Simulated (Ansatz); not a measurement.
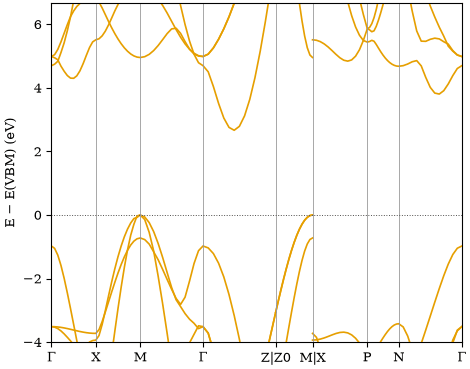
Figure. Band structure from the program Ansatz at the r²SCAN level (PAW)

Task: Read off the gap and where the band edges lie.

Result: About 2.7 eV (2.67 eV by a search for the band edges); maximum at M, minimum on the Γ–Z line, 42 % of the way from Γ.

Task: Which compound is it?
A) C, I4/mmm (C on 8h)
B) Nb2O5, I4/mmm (Pearson symbol tI112)
C) GaN, I4mm (Ga on 2a, N on 2a)

Result: A, C, I4/mmm (C on 8h)

The start of the workflow was typed in or built on a structure type; the Crystallography Open Database copy checked does not list it. It is not the phase usual at ambient conditions (space group No. 194, 227). The r²SCAN relaxation kept the symmetry of its start; whether a distortion lowers the energy is not shown.

Potentials: the earlier of the program's two PAW sets.
